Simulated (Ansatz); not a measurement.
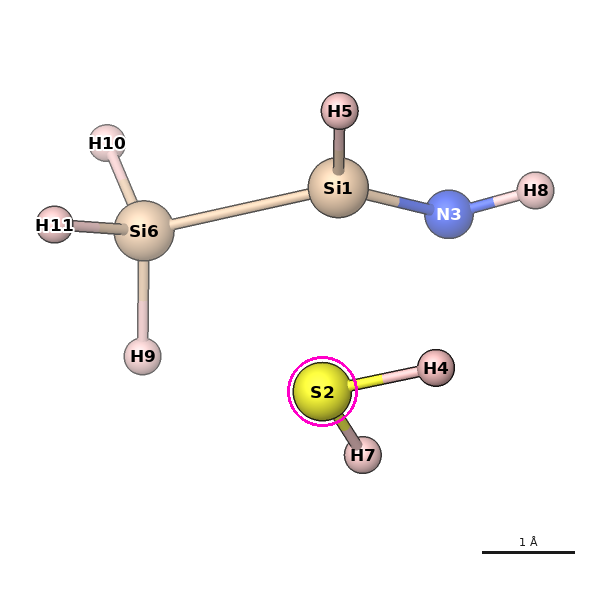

Orthographic view. Distant atoms are faded towards the background colour. Computed geometry: PBE0-D4/def2-TZVP optimisation.

### Name the neighbours of the circled atom.

The circled atom is S2; it is bonded to H4, H7.

### Of S2 and H7, which is nearer the viewer?

S2; the bond to H7 points away from the viewer, so it looks shorter than its 1.34 Å.

### Which atom is farthest from the viewer?

H10, 1.9 Å behind the mean position.

### Which two atoms are farthest apart in space?

H4 and H10, 5.91 Å.
